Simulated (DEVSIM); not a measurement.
Structure: Co/La2O3/n-Si capacitor, at 300 K.

```tsv
layer (left to right)	material	thickness (nm)	Nd (cm⁻³)
1	La2O3	24.0	-
2	Si	3900	2.2e16
```

Metal gate on the left, work function 5 eV. Fixed charge at the semiconductor interface 0 cm⁻² (in units of +e); no interface traps.

This is a model device: material constants are rounded textbook-type values typed into the input, and sizes, dopings and lifetimes were drawn at random. Values at 300 K.

| parameter | La2O3 | Si |
|---|---|---|
| gap (eV) | 5.8 | 1.124 |
| affinity (eV) | 1.8 | 4.05 |
| permittivity | 27 | 11.7 |
| Nc (cm⁻³) | - | 2.86e19 |
| Nv (cm⁻³) | - | 3.1e19 |

Model (solved in DEVSIM): 1D Poisson equation in equilibrium, Boltzmann statistics, complete ionisation; no quantum confinement or tunnelling. Metal contacts follow the ideal Schottky-Mott rule: no Fermi-level pinning, no interface dipoles.

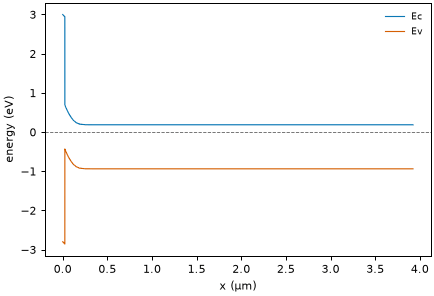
Band edges at 0.2 V on the gate

Energies count from the Fermi level of the right contact; mesh points crowd at the junctions.

| x (μm) | Ec (eV) | Ev (eV) | n (cm⁻³) | p (cm⁻³) | field (V/cm) |
|---|---|---|---|---|---|
| 0.000 | 3.000 | -2.800 | < 1e2 | < 1e2 | -25000 |
| 0.001564 | 2.996 | -2.804 | < 1e2 | < 1e2 | -25000 |
| 0.005027 | 2.988 | -2.812 | < 1e2 | < 1e2 | -25000 |
| 0.01200 | 2.970 | -2.830 | < 1e2 | < 1e2 | -25000 |
| 0.02073 | 2.949 | -2.851 | < 1e2 | < 1e2 | -25000 |
| 0.02323 | 2.942 | -2.857 | < 1e2 | < 1e2 | -25000 |
| 0.02447 | 0.688 | -0.436 | 7.9e7 | 1.5e12 | -57000 |
| 0.02799 | 0.668 | -0.456 | 1.7e8 | 6.8e11 | -56000 |
| 0.03528 | 0.628 | -0.496 | 8.0e8 | 1.5e11 | -53000 |
| 0.05285 | 0.540 | -0.584 | 2.4e10 | 4.8e9 | -47000 |
| 0.09285 | 0.378 | -0.746 | 1.3e13 | 9100000 | -34000 |
| 0.2520 | 0.187 | -0.937 | 2.0e16 | 5700 | -690 |
| 0.5758 | 0.185 | -0.939 | 2.2e16 | 5300 | ≈ 0 |
| 1.357 | 0.185 | -0.939 | 2.2e16 | 5300 | ≈ 0 |
| 2.999 | 0.185 | -0.939 | 2.2e16 | 5300 | ≈ 0 |
| 3.541 | 0.185 | -0.939 | 2.2e16 | 5300 | ≈ 0 |
| 3.766 | 0.185 | -0.939 | 2.2e16 | 5300 | ≈ 0 |
| 3.857 | 0.185 | -0.939 | 2.2e16 | 5300 | ≈ 0 |
| 3.904 | 0.185 | -0.939 | 2.2e16 | 5300 | ≈ 0 |
| 3.917 | 0.185 | -0.939 | 2.2e16 | 5300 | ≈ 0 |
| 3.922 | 0.185 | -0.939 | 2.2e16 | 5300 | ≈ 0 |
| 3.924 | 0.185 | -0.939 | 2.2e16 | 5300 | ≈ 0 |
